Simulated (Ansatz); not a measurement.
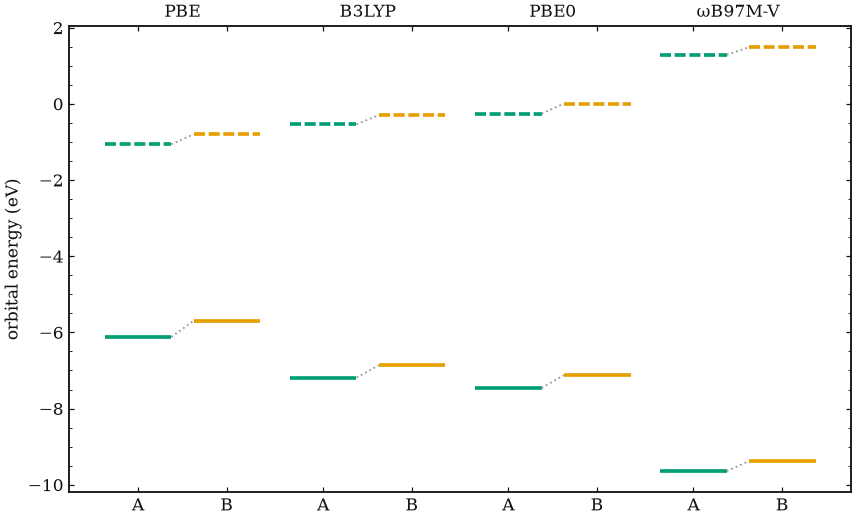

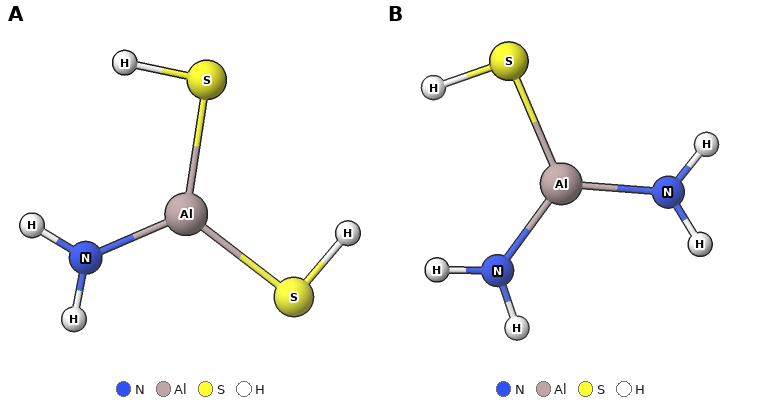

One change: A, AlNH₄S₂ (SMILES [NH2][Al]([SH])[SH]), becomes B, AlN₂H₅S (SMILES [NH2][Al]([NH2])[SH]). SH on Al is replaced by NH₂. HOMO (solid) and LUMO (dashed) computed in def2-TZVPP at PBE0-D4/def2-TZVP geometries, both minima by their frequencies, gas phase, the Ansatz code. Empty levels above zero depend strongly on the basis.

> What does the change do to HOMO and LUMO?

PBE: the HOMO rises by 0.43 eV, the LUMO rises by 0.27 eV, and the separation goes from 5.06 to 4.90 eV. B3LYP: the HOMO rises by 0.32 eV, the LUMO rises by 0.24 eV, and the separation goes from 6.65 to 6.57 eV. PBE0: the HOMO rises by 0.34 eV, the LUMO rises by 0.26 eV, and the separation goes from 7.20 to 7.13 eV. ωB97M-V: the HOMO rises by 0.26 eV, the LUMO rises by 0.20 eV, and the separation goes from 10.93 to 10.87 eV.

> Do the functionals agree on the effect?

They agree on the direction for both levels; the HOMO shift lies between 0.26 and 0.43 eV and the LUMO shift between 0.20 and 0.27 eV, while the separations themselves differ by up to 6.0 eV between functionals.
